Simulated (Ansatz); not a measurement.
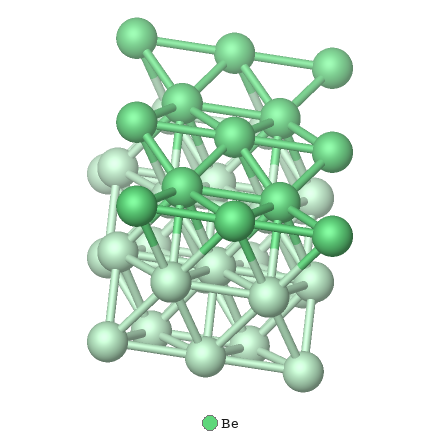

The system is H on a Be(100) slab cut from the P6_3/mmc phase, its upper half relaxed before the scan (24 atoms of substrate and one adsorbate in a 2 × 2 cell); the picture shows it without the atoms that are moved over the map. H is moved over the surface cell; relaxed at each place: the height of the adsorbate's atoms; substrate rigid; the origin of the map has the adsorbate above Be21. Places are given modulo a cell vector. The map is drawn in real space over the plane of the surface. The grid has 6 × 8 points; 20 points were computed and 28 follow by symmetry. Places are given in fractions of the 1 × 1 surface cell. Energies: eV, counted from the lowest grid point. Level of theory: Ansatz 0.2.0, DFT PBE, scalar-relativistic, plane waves, PAW. Settings: cutoff 420 eV, k-mesh 6×4×1, gaussian smearing 0.1 eV, no spin polarisation.

Range: position of H25 along the first surface vector from 0.000 to 0.833; position of H25 along the second surface vector from 0.000 to 0.875.

Question: What landscape does the calculation give?

Answer: The lowest grid point is at (3/6, 1/8) of the cell vectors [nearest 2 Be at 1.52 Å]; the map holds 2 wells of about this depth. The bottom of the well lies between grid points, at about (0.50, 0.17) of the cell vectors, about 0.011 eV lower on the interpolated surface. A higher local minimum lies near (0/6, 3/8) of the cell vectors [nearest 1 Be at 1.46 Å] (0.031 eV above the lowest at that grid point). The highest grid point, a fourfold hollow over a second-layer Be atom, (3/6, 4/8) of the cell vectors, lies 0.892 eV above the lowest. On the interpolated surface the easiest way out of the lowest well to a well of about the same depth near (3/6, 7/8) of the cell vectors [nearest 2 Be at 1.52 Å] passes a barrier of about 0.029 eV, counted from the interpolated bottom of the well. At the lowest point the adsorbate has 2 Be at 1.52 Å as nearest neighbours, at the highest 1 Be at 1.40 Å. Its relaxed height above the top atom is 0.92 Å at the lowest and 0.97 Å at the highest point.

```csv
"second ↓, first →",0/6,1/6,2/6,3/6,4/6,5/6
7/8,0.516,0.444,0.220,0.000,0.220,0.444
6/8,0.404,0.326,0.148,0.066,0.148,0.326
5/8,0.031,0.201,0.467,0.582,0.467,0.201
4/8,0.047,0.369,0.752,0.892,0.752,0.369
3/8,0.031,0.201,0.467,0.582,0.467,0.201
2/8,0.404,0.326,0.148,0.066,0.148,0.326
1/8,0.516,0.444,0.220,0.000,0.220,0.444
0/8,0.521,0.453,0.237,0.018,0.237,0.453
```

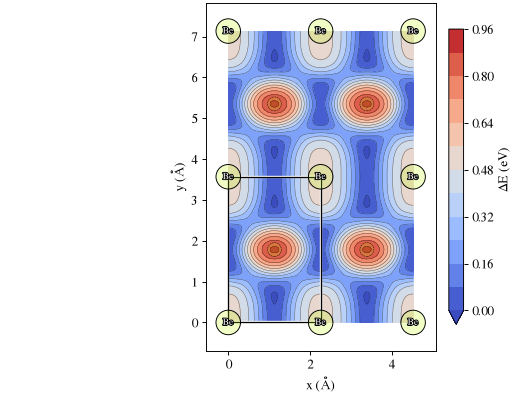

In the figure: filled contours, labelled circles for the atoms of the top layer and small ones for the second layer, the outline of one cell of the 2 × 2 shown. Between grid points the surface is interpolated.

Each point was launched as `ansatz run input.yaml --threads 4 --pin off --max-ram 12288MiB --backend cpu --events-out ev --progress --plain --runs-dir out`. Time for the 20 points that were run: 19 min on 4 threads of Arm Neoverse N1, on a shared host.
